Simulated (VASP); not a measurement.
Band structure of BaLiF$_{3}$ (space group Pm-3m). Method: PBEsol GGA, VASP's PBE PAW potentials (set 64) (plane waves; VASP).

Unless said otherwise, spin-orbit coupling is left out, though it shifts the bands of the heavy elements here.

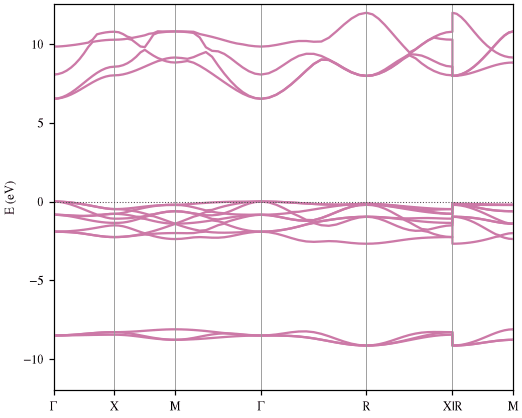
Figure: Bands along high-symmetry lines, zero at the valence-band maximum or, without a gap, the Fermi level

**Question.** Read the plot: is there a gap, and where are the band edges?

**Answer.** The gap is direct, 6.52 eV, from the valence maximum at Γ to the conduction minimum at Γ. (Edges off the drawn lines would not show.)

The structure comes from a computed database's BaLiF3 entry (Pm-3m); how it stands against other phases isn't given here. It was relaxed first.
